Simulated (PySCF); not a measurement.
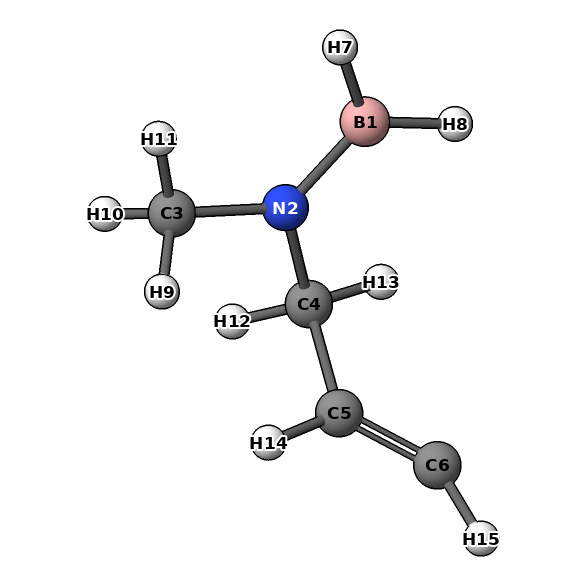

The questions are on Mulliken spin populations. The species is neutral and a spin doublet. The geometry was computed by an optimisation with GFN2-xTB. No frequency run is at hand to confirm it as a minimum. Level of theory: UKS B3LYP, pcH-1 on B C H N, non-relativistic (PySCF 2.14.0).

> Which atom carries the largest spin population?

C6 (1.03 e).

> Which atom has the lowest spin population?

C5 (−0.18 e); a negative value comes from spin polarisation.

Give the Mulliken spin populations atom by atom.

```tsv
atom	value (e)
B1	0.01
N2	0.00
C3	0.00
C4	0.04
C5	−0.18
C6	1.03
H7	0.00
H8	0.00
H9	0.00
H10	0.00
H11	0.00
H12	0.00
H13	0.00
H14	0.09
H15	0.01
```

Mulliken values depend strongly on the basis set. The geometry is semi-empirical. Around B such bond lengths and angles can be off by a tenth of an ångström or more and by several degrees, and values that hang on the shape move with them.
